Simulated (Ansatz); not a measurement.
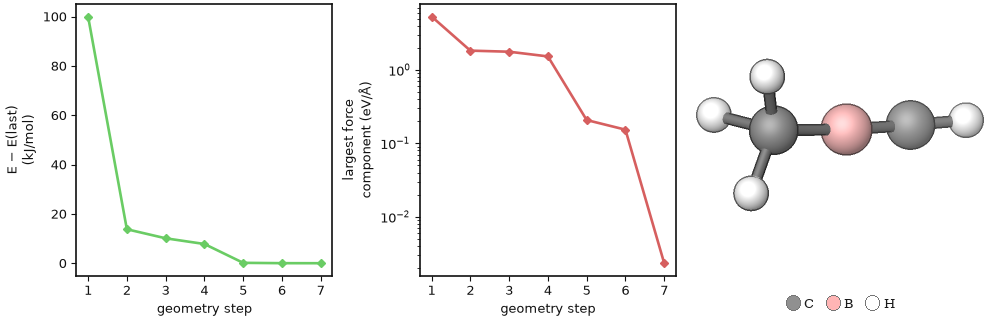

Beside the plot: the molecule at the start.

History of a geometry optimisation.

```
crystal:
  periodic: [false, false, false]
  atoms:
    - {symbol: C, position_ang: [-1.553375, -1.185821, -0.251258]}
    - {symbol: B, position_ang: [-0.495241, -0.328888, -0.118390]}
    - {symbol: C, position_ang: [0.705876, 0.658568, 0.111243]}
    - {symbol: H, position_ang: [-2.480461, -1.595237, -0.280827]}
    - {symbol: H, position_ang: [1.106135, 1.325855, -0.821991]}
    - {symbol: H, position_ang: [0.773512, 1.160045, 1.135487]}
    - {symbol: H, position_ang: [1.718243, -0.203648, 0.223156]}
basis:
  gaussian: {orbitals: def2-SVP}
total_charge: -1
hamiltonian: {xc: pbe0, dispersion: d4}
relax: {f_tol: 0.05, max_steps: 80, max_displacement: 0.2}
```

Launched with:
```bash
ansatz run in.yaml --threads 2 --pin off --events-out ev --progress --plain --max-ram 3481MiB
```

Question: How did the optimisation end?

Answer: The optimisation met its thresholds at geometry 7, counting the start as the first. The energy fell by about 100 kJ/mol from the first step to the last. The largest force component goes from about 5.3 eV/Å at the start to 2.3 × 10⁻³ eV/Å at the end.
